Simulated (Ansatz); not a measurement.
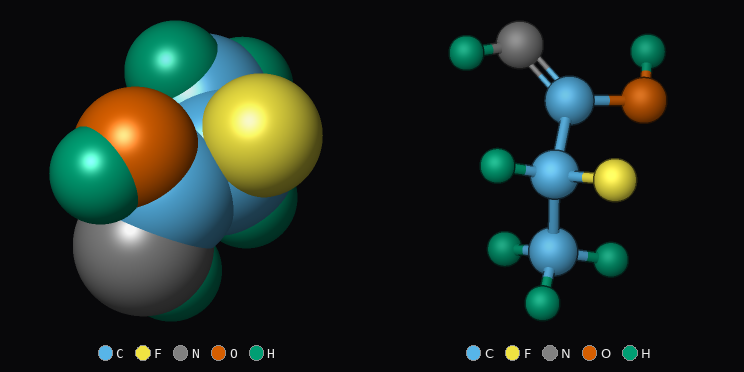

Both panels show the same species.

The geometry was computed by an optimisation with PBE0-D4/def2-TZVP. No frequency run is at hand to confirm it as a minimum.

What does the picture show?

It has 12 atoms: 3 carbon, 6 hydrogen, 1 fluorine, 1 nitrogen and 1 oxygen (C3H6FNO). As SMILES it reads `[H]/N=C(/O)[C@@H](C)F`. It has no ring. Among its groups: imine, C–F bond. This geometry has C1 symmetry. Coordination: 2 C tetrahedral; 1 C trigonal planar; 1 N bent; 1 O bent.

The parts below concern this one geometry. Atoms keep their numbers from picture to picture.

### Geometry

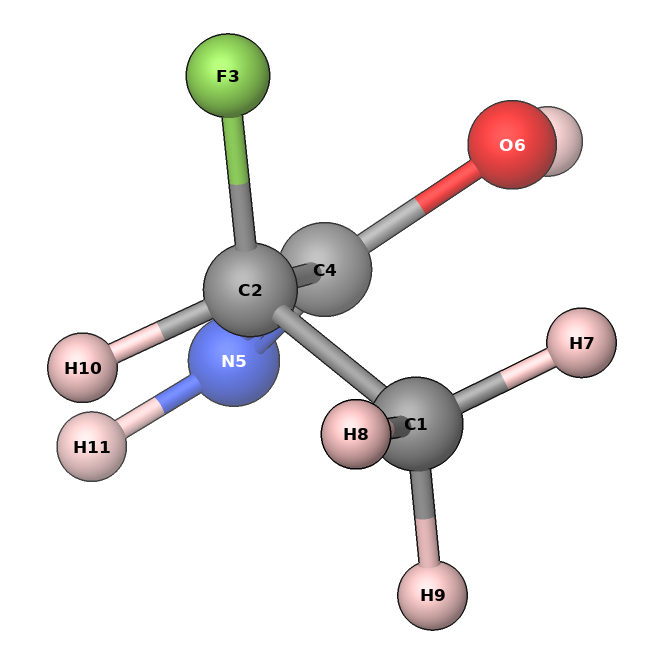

C4 lies behind C2. The molecule seen a little off the C2–C4 bond, C2 in front. Distant atoms are faded towards the background colour. No frequency run is at hand to confirm it as a minimum.

> What is the torsion angle F3–C2–C4–O6? The sign is positive where the front bond must turn clockwise to cover the back bond.

54°, synclinal (gauche).

### Electronic properties

No frequency run is at hand to confirm it as a minimum. Method: RKS ωB97X-V/def2-TZVPP (Ansatz 0.2.0).

> What is the HOMO–LUMO gap?

13.12 eV.

> What is the HOMO energy (Kohn–Sham orbital)?

−10.66 eV.

### Dipole moment

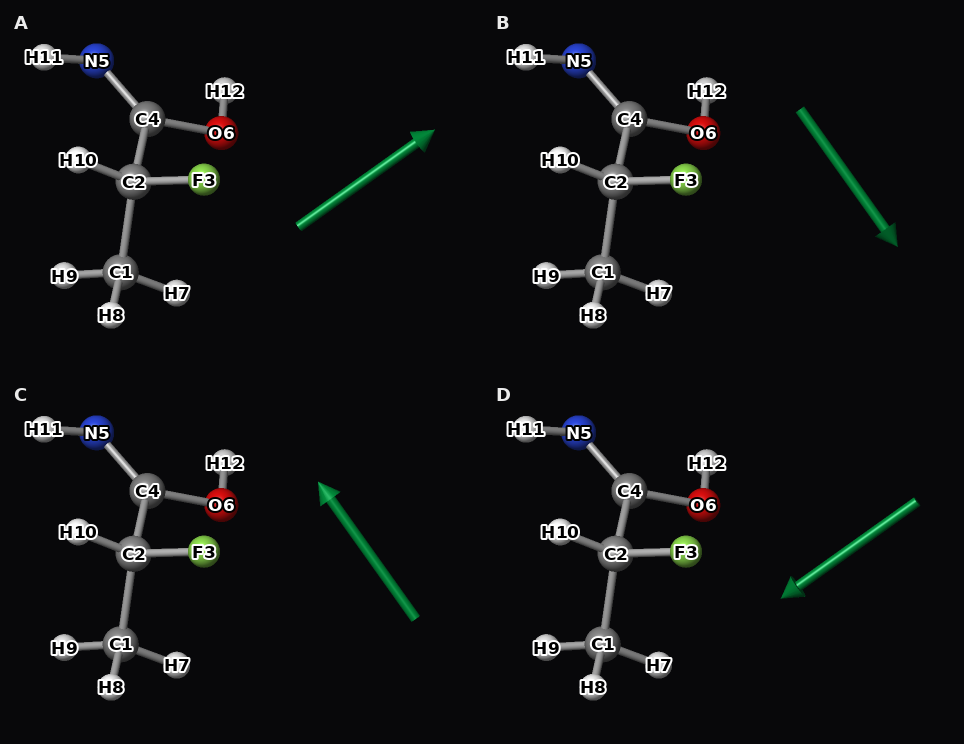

The same molecule four times, each with an arrow. No frequency run is at hand to confirm it as a minimum. Method: RKS PBE-D4/def2-TZVPP (Ansatz 0.2.0).

> Which arrow points along the dipole moment, from the negative to the positive end?

D. The dipole moment is 1.70 D; it points from the side of H12 to the side of H9 (the outermost atoms at the two ends).

### Charges

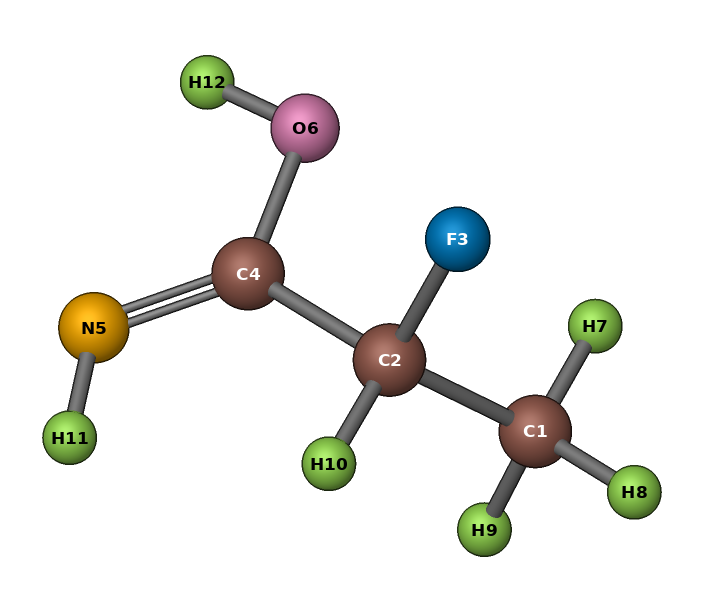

The questions are on Mulliken charges. No frequency run is at hand to confirm it as a minimum. Method: RKS r2SCAN-D4/def2-TZVPP (Ansatz 0.2.0).

> Which atom carries the highest charge (most positive or least negative)?

C2 (0.23 e).

> And the lowest?

N5 (−0.33 e).

List the Mulliken charges.

| atom | value (e) |
| --- | --- |
| C1 | −0.15 |
| C2 | 0.23 |
| F3 | −0.23 |
| C4 | 0.22 |
| N5 | −0.33 |
| O6 | −0.29 |
| H7 | 0.07 |
| H8 | 0.06 |
| H9 | 0.05 |
| H10 | 0.00 |
| H11 | 0.15 |
| H12 | 0.22 |

Mulliken values depend strongly on the basis set and can even reverse the polarity of a bond.
